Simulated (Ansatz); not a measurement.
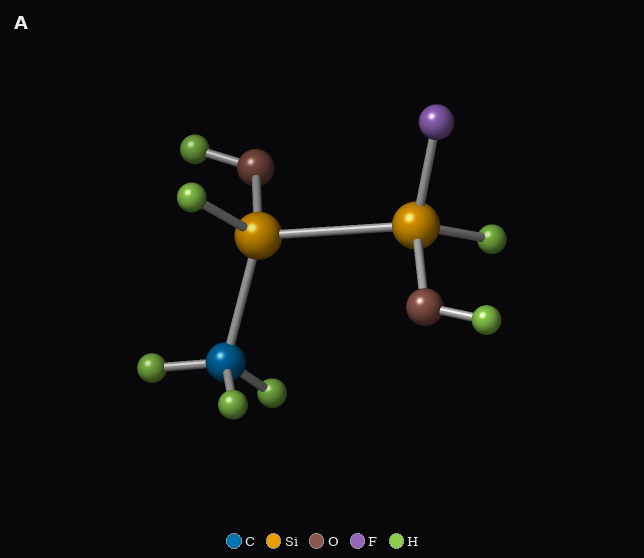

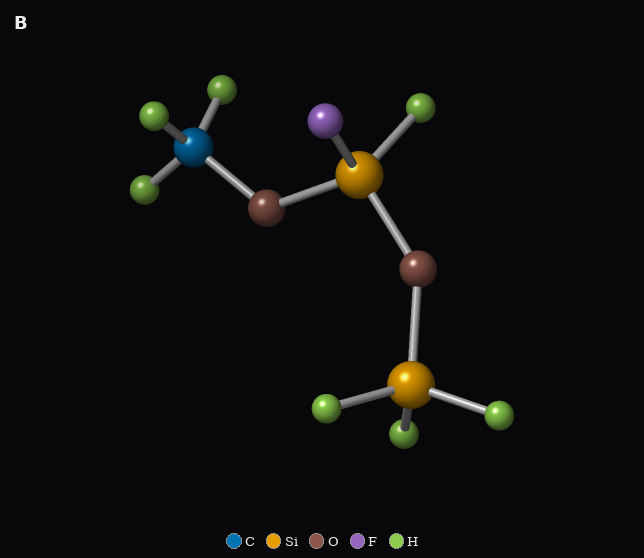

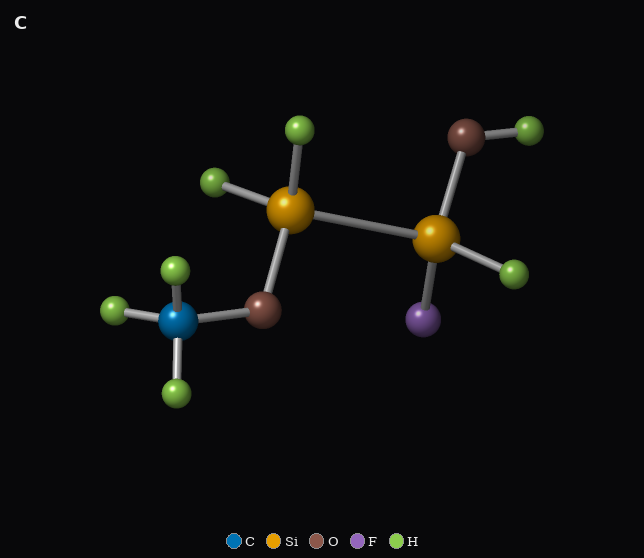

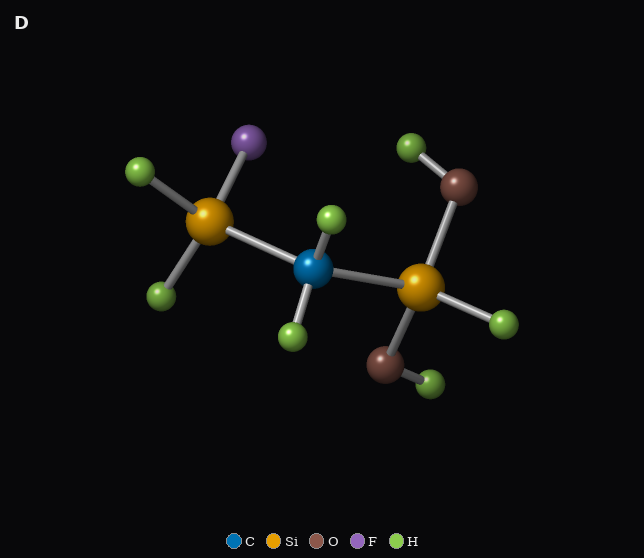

4 stationary structures of one formula. Geometries: PBE0-D4/def2-TZVP. Electronic energies: CCSD(T)/CBS (MP2 limit from def2-TZVPP and def2-QZVPP plus CCSD(T) − MP2) (Ansatz 0.2.0), without zero-point energy. No frequency run is at hand to confirm each as a minimum. Each is one conformer, not always the lowest.

Which structure is the most stable?

Answer. B is lowest; D lies 2.4 kcal/mol above it, A lies 13.7 kcal/mol above it, C lies 38.0 kcal/mol above it. A is `C[Si@H](O)[Si@H](O)F`, B is `CO[Si@@H](F)O[SiH3]`, C is `CO[SiH2][Si@H](O)F`, D is `O[SiH](O)C[SiH2]F`.
